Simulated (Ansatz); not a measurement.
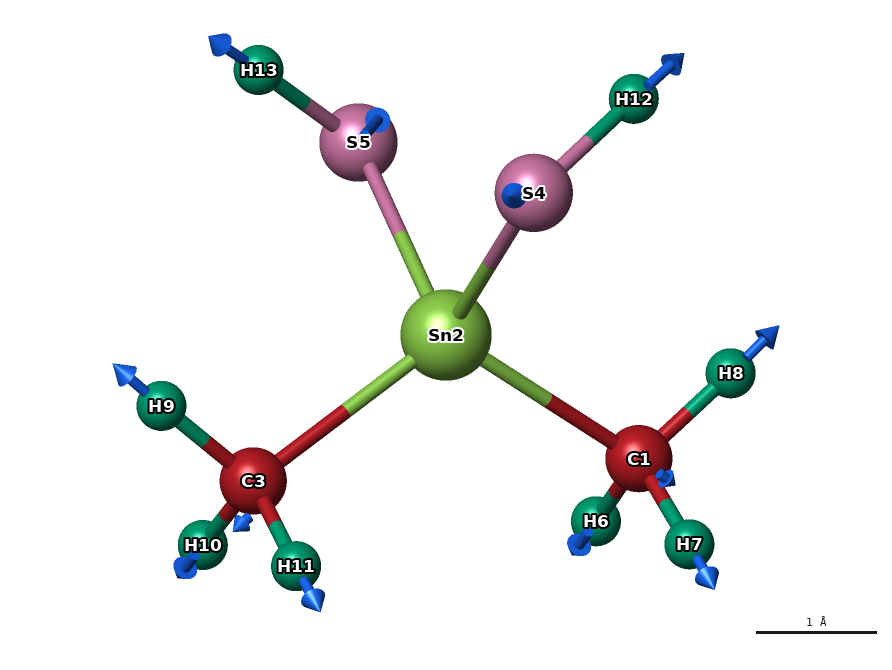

Arrows show the forces on the atoms, 2 Å of arrow for 1 eV/Å; forces under a tenth of the largest aren't drawn. Level of theory: PBE-D4/def2-TZVPP (Ansatz 0.2.0).

List the force components in the frame of the picture (x right, y up, z towards the viewer), in eV/Å.

| atom | Fx | Fy | Fz |
| --- | --- | --- | --- |
| C1 | 0.07 | −0.05 | −0.05 |
| Sn2 | 0.00 | −0.01 | 0.00 |
| C3 | −0.07 | −0.06 | 0.04 |
| S4 | −0.07 | −0.01 | 0.40 |
| S5 | 0.07 | 0.08 | −0.39 |
| H6 | −0.07 | −0.10 | −0.17 |
| H7 | 0.07 | −0.13 | 0.14 |
| H8 | 0.14 | 0.14 | −0.05 |
| H9 | −0.14 | 0.12 | 0.08 |
| H10 | −0.07 | −0.09 | −0.16 |
| H11 | 0.07 | −0.13 | 0.14 |
| H12 | 0.15 | 0.14 | −0.14 |
| H13 | −0.15 | 0.10 | 0.17 |
